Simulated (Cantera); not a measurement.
Charge: 1 mol MgCO₃, 0.11 mol SO₂, 0.12 mol H₂O, equilibrated at 13.3 mbar.

Equilibrium computed with Cantera from the NASA thermochemical tables; the gas is ideal and each condensed phase is pure. Candidate condensed phases: C, C₆H₆, C₇H₈, C₈H₁₈, H₂O, H₂SO₄, Mg, MgCO₃, MgO, Mg(OH)₂, MgS, MgSO₄, S; 130 gas species. Gases not in the tables: S₃ to S₇. Equilibrium is a limit: real reactors are often held back by kinetics, nucleation or transport.

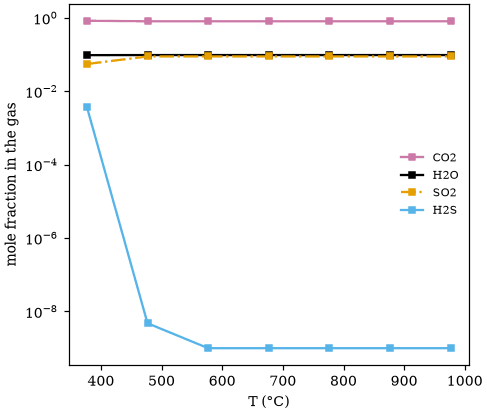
Figure: Equilibrium gas composition (values under 1e-9 drawn at 1e-9)

Q: Read off the mole fractions at 777 °C.

A: CO₂ about 0.81, H₂O about 0.098, SO₂ about 0.089.
